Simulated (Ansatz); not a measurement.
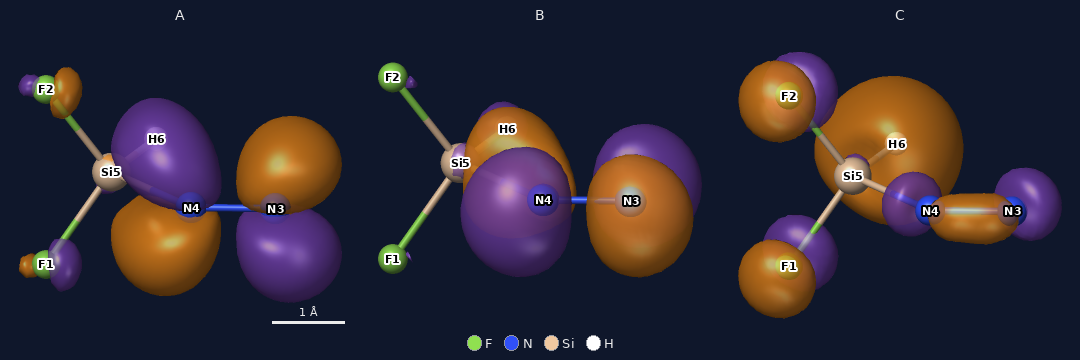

*F2HN2Si (doublet). Three frontier orbitals at ±0.15 Å⁻³ᐟ² (orange and purple are the two phases), in no order.*

Geometry: B3LYP-D3(BJ)/def2-SVP.

Level of theory: Ansatz 0.2.0, isolated molecule in a Gaussian basis; Kohn-Sham density functional theory, functional PBE0.

Input file:

```
crystal:
  periodic: [false, false, false]
  atoms:
    - symbol: F
      position_ang: [-1.943519, 0.436093, 1.964508]
    - symbol: F
      position_ang: [0.394890, 1.293431, 2.742790]
    - symbol: "N"
      position_ang: [0.373169, 0.677766, -0.887982]
    - symbol: N
      position_ang: [0.119018, 0.365395, 0.219689]
    - symbol: Si
      position_ang: [-0.667014, 1.310438, 1.540311]
    - symbol: H
      position_ang: [-1.067495, 2.692073, 1.221596]
basis:
  gaussian: {orbitals: def2-TZVPD}
magnetization: {spin_polarized: true, initial_magnetization: 1}
hamiltonian: {xc: pbe0}
output: {forces: true, orbitals: {seedname: orbitals}}
```

Run with:

```sh
ansatz run input.yaml --threads 1 --pin off --max-ram 2610MiB --events-out events.jsonl --progress --plain --runs-dir runs
```

### Which picture is the HOMO−1, the HOMO and the LUMO? All are α orbitals.

C is the HOMO−1 (α) (−11.67 eV). By Hirshfeld shares it lies mainly on H6 (about 35 %), Si5 (about 25 %), F1 (about 15 %), F2 (about 15 %) and N3 (about 5 %). B is the HOMO (α) (−5.95 eV). By Hirshfeld shares it lies mainly on N3 (about 50 %), N4 (about 35 %) and Si5 (about 10 %); π-antibonding (π*) across N3–N4. A is the LUMO (α) (−2.21 eV). It lies mainly on N3 (about 50 %), N4 (about 30 %) and Si5 (about 15 %); π-antibonding (π*) across N3–N4.

### What is the gap between the highest occupied and lowest empty α orbitals?

3.74 eV between the orbital energies.
